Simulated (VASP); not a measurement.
Band structure of LiH. Method: PBE GGA, VASP's PBE PAW potentials (set 64) (plane waves; VASP 6.6.1).

The cell holds a wide vacuum, so values per volume refer to the whole cell.

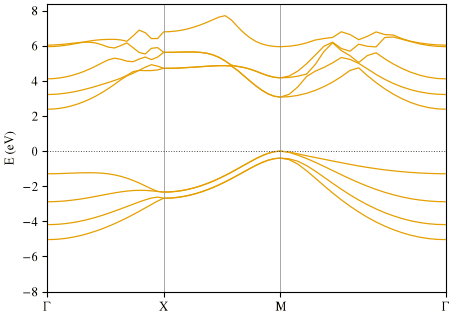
Figure. Bands along high-symmetry lines, zero at the valence-band maximum or, without a gap, the Fermi level

Question: Read the plot: is there a gap, and where are the band edges?

Answer: The gap is indirect, 2.38 eV, from the valence maximum at M to the conduction minimum at Γ.

The cell is a sheet with vacuum, built from a generated structure.
